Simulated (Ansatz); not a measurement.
Input

```
crystal:
  periodic: [false, false, false]
  atoms:
    - {symbol: C, position_ang: [-0.784864, -0.263289, 0.551787]}
    - {symbol: C, position_ang: [-0.064694, 0.197587, -0.689782]}
    - {symbol: C, position_ang: [-0.822716, 1.226453, -1.510950]}
    - {symbol: Cl, position_ang: [-2.300581, 0.529544, -2.218639]}
    - {symbol: F, position_ang: [1.126127, 0.801670, -0.331168]}
    - {symbol: H, position_ang: [-0.991385, 0.593176, 1.211707]}
    - {symbol: H, position_ang: [-0.168036, -0.987424, 1.102090]}
    - {symbol: H, position_ang: [-1.737765, -0.740281, 0.284244]}
    - {symbol: H, position_ang: [0.177959, -0.662934, -1.338355]}
    - {symbol: H, position_ang: [-0.188798, 1.584096, -2.333057]}
    - {symbol: H, position_ang: [-1.112644, 2.082990, -0.885745]}
basis:
  gaussian:
    orbitals: def2-TZVPD
hamiltonian:
  xc: pbe0
output:
  forces: true
  orbitals: {seedname: orbitals}
```

Launched as:

```sh
ansatz run input.yaml --threads 2 --pin off --max-ram 4350MiB --events-out events.jsonl --progress --plain --runs-dir runs
```

Geometry: PBE0-D3(BJ)/def2-SVP.

All numbers below come from isolated molecule in a Gaussian basis; Kohn-Sham density functional theory, functional PBE0 in Ansatz.

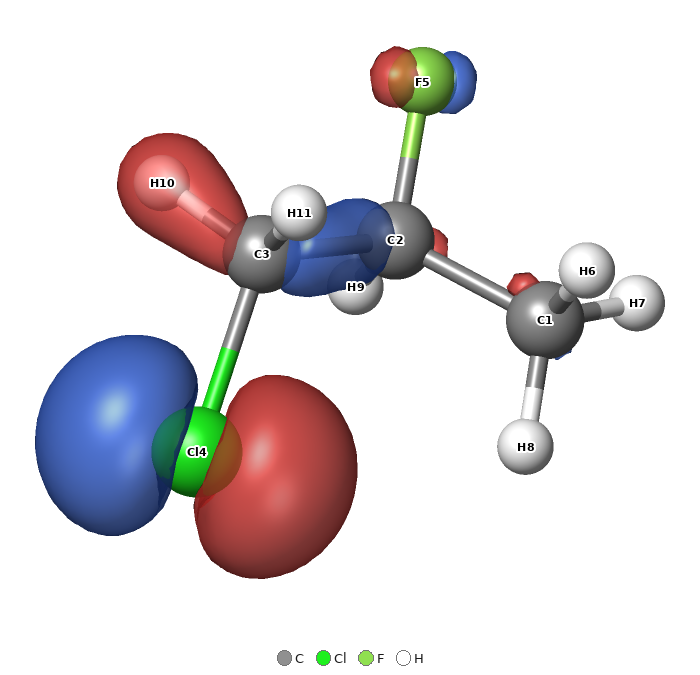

C$_{3}$H$_{6}$ClF. The HOMO at ±0.2 Å⁻³ᐟ² (red and blue are the two phases), seen at a tilt.

### What is the character of this orbital?

It lies mainly on Cl4 (about 70 %) and C3 (about 10 %); largely a lone pair of Cl4. Its energy is −8.68 eV.
